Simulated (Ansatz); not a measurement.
# triplet SiNH5: levels of theory compared

Aim: a comparison of 6 runs (UHF/def2-TZVP, UB3LYP/6-31G*, UB3LYP/def2-TZVP, UHSE06/def2-TZVP, UPBE/def2-TZVP, RPA@PBE/def2-TZVP) of triplet SiNH5. 

The results are computed with Ansatz 0.2.0.

55 further runs of the same task are left out: 55 set aside as unsound or not needed.

## 1. The molecule

SiNH5 has 7 atoms, charge 0, and is taken as a triplet. SMILES of the parent species: `[SiH3]N`. The coordinates come from a PBE0-D4/def2-TZVP relaxation. That shape belongs to the parent species and isn't relaxed for this state.

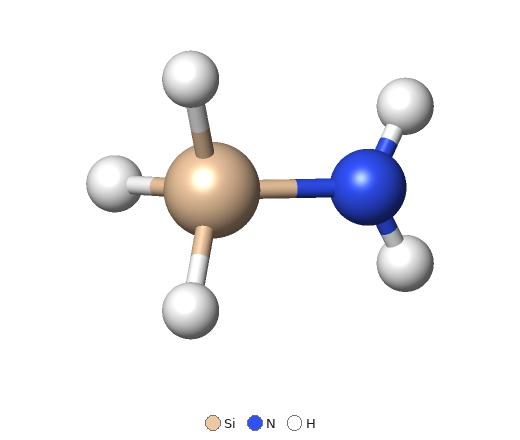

The structure, seen from a chosen angle (silicon light orange, nitrogen blue, hydrogen white).

## 2. The energy at UHF/def2-TZVP (run 1)

run.yaml reads:

```yaml
crystal:
  periodic: [false, false, false]
  atoms:
    - {symbol: Si, position_ang: [-0.413010, -0.292700, -0.422350]}
    - {symbol: N, position_ang: [0.611760, 0.348670, 0.801280]}
    - {symbol: H, position_ang: [-0.018320, -1.706330, -0.653330]}
    - {symbol: H, position_ang: [-1.813170, -0.217090, 0.068940]}
    - {symbol: H, position_ang: [-0.367930, 0.402730, -1.743970]}
    - {symbol: H, position_ang: [0.391580, 1.238230, 1.219480]}
    - {symbol: H, position_ang: [1.609100, 0.226510, 0.729930]}
basis:
  gaussian:
    orbitals: def2-TZVP
magnetization:
  spin_polarized: true
  initial_magnetization: 2
hamiltonian:
  xc: hf
accuracy: high
output: {orbitals: {seedname: orbitals}}
```

Command:

```
$ ansatz run run.yaml --threads 1 --pin off --max-ram 3480MiB --events-out events.jsonl --progress --plain --runs-dir runs
```

What it wrote:

```text
Warning: RAYON_NUM_THREADS=1 ignored (pool sized by the plan → 1); use --threads N
Functional definition: HF
  name "HF"
  exchange = exact_x
  correlation = 0
1820 factors; integrals over basis functions are off by at most 3.8e-9 eV
mean field evaluation 1: about -9415.3855 eV, gradient 1.9e1 eV
mean field evaluation 2: about -9415.4003 eV, gradient 1.9e1 eV
mean field evaluation 4: about -9418.3504 eV, gradient 3.8e0 eV
mean field evaluation 8: about -9419.0022 eV, gradient 2.9e-1 eV
mean field evaluation 16: about -9419.0069 eV, gradient 2.0e-8 eV
mean field evaluation 32: about -9418.0323 eV, gradient 5.0e0 eV
mean field evaluation 64: about -9413.6409 eV, gradient 1.4e1 eV
mean field -9419.00690172 eV, -346.1421192061 hartree, gradient 5.0e-8 eV, S^2 2.010127; 0 other end points of the search recorded, 0 dependent functions left out
reference -9419.00690172 eV, -346.1421192061 hartree; 14, 12 occupied and 84, 86 virtual orbitals, 1820 factors
Total energy: -9419.00690172 eV, -346.1421192061 hartree
```

It took 3.9 s on 1 thread of Arm Neoverse V2, shared host; peak memory 0.27 GiB.

## 3. A single-point energy at UB3LYP/6-31G(d) (Cartesian functions) (run 2)

in.yaml reads:

```yaml
crystal:
  periodic: [false, false, false]
  atoms:
    - {symbol: Si, position_ang: [-0.413010, -0.292700, -0.422350]}
    - {symbol: "N", position_ang: [0.611760, 0.348670, 0.801280]}
    - {symbol: H, position_ang: [-0.018320, -1.706330, -0.653330]}
    - {symbol: H, position_ang: [-1.813170, -0.217090, 0.068940]}
    - {symbol: H, position_ang: [-0.367930, 0.402730, -1.743970]}
    - {symbol: H, position_ang: [0.391580, 1.238230, 1.219480]}
    - {symbol: H, position_ang: [1.609100, 0.226510, 0.729930]}
basis:
  gaussian:
    orbitals: "6-31G*"
output: {orbitals: {seedname: orbitals}}
magnetization:
  spin_polarized: true
  initial_magnetization: 2
hamiltonian:
  xc: {name: B3LYP}
accuracy: high
```

Command:

```
$ ansatz run in.yaml --threads 1 --pin off --max-ram 3480MiB --events-out events.jsonl --progress --plain --runs-dir runs
```

What it wrote:

```text
Warning: RAYON_NUM_THREADS=1 ignored (pool sized by the plan → 1); use --threads N
Functional definition: B3LYP
  name "B3LYP"
  parameter a0 = 0.2
  parameter ax = 0.72
  parameter ac = 0.81
  exchange = (1 - a0 - ax)*slater_x + ax*b88_x + a0*exact_x
  correlation = (1 - ac)*vwn_rpa_c + ac*lyp_c
977 factors; integrals over basis functions are off by at most 3.6e-9 eV
mean field evaluation 1: about -9438.6189 eV, gradient 3.3e1 eV
mean field evaluation 2: about -9430.3302 eV, gradient 5.1e1 eV
mean field evaluation 4: about -9443.0659 eV, gradient 5.4e0 eV
mean field evaluation 8: about -9443.4272 eV, gradient 6.2e-1 eV
mean field evaluation 16: about -9443.4331 eV, gradient 2.9e-4 eV
mean field -9443.43306604 eV, -347.0397641880 hartree, gradient 1.7e-8 eV, S^2 2.005257; 0 other end points of the search recorded, 0 dependent functions left out
reference -9443.43310325 eV, -347.0397655554 hartree; 14, 12 occupied and 30, 32 virtual orbitals, 977 factors
Total energy: -9443.43310325 eV, -347.0397655554 hartree
```

Run time: 5.1 s. Hardware: 1 thread of Arm Neoverse V2, shared host; peak memory 0.17 GiB.

Run 3 isn't shown in full; the table further down has it.

## 4. The energy at UHSE06/def2-TZVP (run 4)

job.yaml reads:

```yaml
crystal:
  periodic: [false, false, false]
  atoms:
    - {symbol: Si, position_ang: [-0.413010, -0.292700, -0.422350]}
    - {symbol: "N", position_ang: [0.611760, 0.348670, 0.801280]}
    - {symbol: H, position_ang: [-0.018320, -1.706330, -0.653330]}
    - {symbol: H, position_ang: [-1.813170, -0.217090, 0.068940]}
    - {symbol: H, position_ang: [-0.367930, 0.402730, -1.743970]}
    - {symbol: H, position_ang: [0.391580, 1.238230, 1.219480]}
    - {symbol: H, position_ang: [1.609100, 0.226510, 0.729930]}
basis:
  gaussian: {orbitals: def2-TZVP}
magnetization: {spin_polarized: true, initial_magnetization: 2}
hamiltonian: {xc: hse06}
accuracy: high
output: {orbitals: {seedname: orbitals}}
```

Command:

```
$ ansatz run job.yaml --threads 1 --pin off --max-ram 3480MiB --events-out events.jsonl --progress --plain --runs-dir runs
```

What it wrote:

```text
Warning: RAYON_NUM_THREADS=1 ignored (pool sized by the plan → 1); use --threads N
Functional definition: HSE06
  name "HSE06"
  parameter a = 0.25
  parameter omega = 0.11/bohr
  exchange = pbe_x - a*pbe_x_sr(omega) + a*exact_x_sr(omega)
  correlation = pbe_c
1820 factors; integrals over basis functions are off by at most 3.8e-9 eV
87 factors; integrals over basis functions are off by at most 1.7e-9 eV
mean field evaluation 1: about -9432.6636 eV, gradient 3.9e1 eV
mean field evaluation 2: about -9417.3290 eV, gradient 6.4e1 eV
mean field evaluation 4: about -9438.2732 eV, gradient 1.1e1 eV
mean field evaluation 8: about -9439.1531 eV, gradient 4.0e-1 eV
mean field evaluation 16: about -9439.1786 eV, gradient 2.8e-3 eV
mean field -9439.17856519 eV, -346.8834141655 hartree, gradient 9.3e-8 eV, S^2 2.006797; 0 other end points of the search recorded, 0 dependent functions left out
reference -9439.17856901 eV, -346.8834143062 hartree; 14, 12 occupied and 84, 86 virtual orbitals, 1820 factors
Total energy: -9439.17856901 eV, -346.8834143062 hartree
```

It took 10 s on 1 thread of Arm Neoverse V2, shared host; peak memory 0.35 GiB.

Run 5 isn't shown in full; the table further down has it.

## 5. The energy at RPA@PBE/def2-TZVP (run 6)

job.yaml reads:

```yaml
crystal:
  periodic: [false, false, false]
  atoms:
    - {symbol: Si, position_ang: [-0.413010, -0.292700, -0.422350]}
    - {symbol: N, position_ang: [0.611760, 0.348670, 0.801280]}
    - {symbol: H, position_ang: [-0.018320, -1.706330, -0.653330]}
    - {symbol: H, position_ang: [-1.813170, -0.217090, 0.068940]}
    - {symbol: H, position_ang: [-0.367930, 0.402730, -1.743970]}
    - {symbol: H, position_ang: [0.391580, 1.238230, 1.219480]}
    - {symbol: H, position_ang: [1.609100, 0.226510, 0.729930]}
basis:
  gaussian: {orbitals: def2-TZVP}
hamiltonian: {xc: pbe}
accuracy: high
correlation: {method: rpa, frozen_orbitals: {H: 0, "N": 1, Si: 5}}
magnetization: {spin_polarized: true, initial_magnetization: 2}
```

Command:

```
$ ansatz run job.yaml --threads 1 --pin off --max-ram 3480MiB --events-out events.jsonl --progress --plain --runs-dir runs
```

What it wrote:

```text
Warning: RAYON_NUM_THREADS=1 ignored (pool sized by the plan → 1); use --threads N
Functional definition: PBE
  name "PBE"
  parameter kappa = 0.804
  parameter beta = 0.06672455060314922
  exchange = pbe_x(kappa = kappa, mu = beta*pi^2/3)
  correlation = pbe_c(beta = beta)
1820 factors; integrals over basis functions are off by at most 3.8e-9 eV
mean field evaluation 1: about -9429.0396 eV, gradient 4.8e1 eV
mean field evaluation 2: about -9429.0332 eV, gradient 4.8e1 eV
mean field evaluation 4: about -9434.4480 eV, gradient 2.1e1 eV
mean field evaluation 8: about -9438.6604 eV, gradient 1.5e0 eV
mean field evaluation 16: about -9438.6743 eV, gradient 6.5e-4 eV
mean field evaluation 32: about -9435.7233 eV, gradient 1.3e1 eV
mean field evaluation 64: about -9416.0288 eV, gradient 2.5e1 eV
mean field -9438.67426118 eV, -346.8648813353 hartree, gradient 2.6e-8 eV, S^2 2.003903; 3 other end points of the search recorded, 0 dependent functions left out
6 core orbitals not correlated: weight in the atoms' cores, before any rotation towards them, 1.000 or more for the frozen orbitals, at most 0.000 for the correlated occupied ones
reference -9417.45009257 eV, -346.0849075250 hartree; 8, 6 occupied and 84, 86 virtual orbitals, 1820 factors
Total energy: -9434.06747113 eV, -346.6955849235 hartree
```

Wall time 14 s (1 thread of Arm Neoverse V2, shared host); peak memory 0.38 GiB.

## 6. All runs side by side

| run | level | Cartesian functions | frozen core orbitals | energy (Eh) | HOMO energy (eV) | ⟨S²⟩ | wall time |
| --- | --- | --- | --- | --- | --- | --- | --- |
| 1 | UHF/def2-TZVP | no | – | -346.142119 | -3.39 | 2.010 | 3.9 s |
| 2 | UB3LYP/6-31G* (Cartesian functions) | yes | – | -347.039766 | -1.55 | 2.005 | 5.1 s |
| 3 | UB3LYP/def2-TZVP | no | – | -347.114617 | -2.14 | 2.006 | 9.6 s |
| 4 | UHSE06/def2-TZVP | no | – | -346.883414 | -1.93 | 2.007 | 10 s |
| 5 | UPBE/def2-TZVP | no | – | -346.864881 | -1.69 | 2.004 | 8.1 s |
| 6 | RPA@PBE/def2-TZVP | no | 6 | -346.695585 | – | 2.004 | 14 s |

## 7. Outcome

```
                                quantity          value
                     run 6: total energy  -346.69558 Eh
 run 6: RPA correlation energy (valence)     -610.7 mEh
run 6: ⟨S²⟩ of the reference determinant          2.004
```

Totals of different functionals can't be ranked against each other. All runs together took 51 s, the longest 14 s.
